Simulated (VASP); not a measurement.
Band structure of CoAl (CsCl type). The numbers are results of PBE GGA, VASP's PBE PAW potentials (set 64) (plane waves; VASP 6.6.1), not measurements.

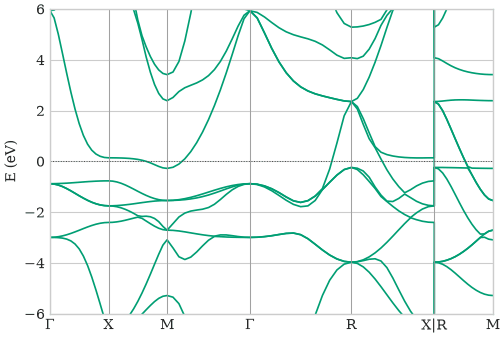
*Bands along high-symmetry lines, zero at the valence-band maximum or, without a gap, the Fermi level*

### Question
Read the plot: is there a gap, and where are the band edges?

### Answer
It has no gap at this level: it comes out as a metal or semimetal. (Edges off the drawn lines would not show.)

The compound is CoAl in the CsCl type structure. It was relaxed first. The run is not spin-polarised, so no magnetic state was tried.
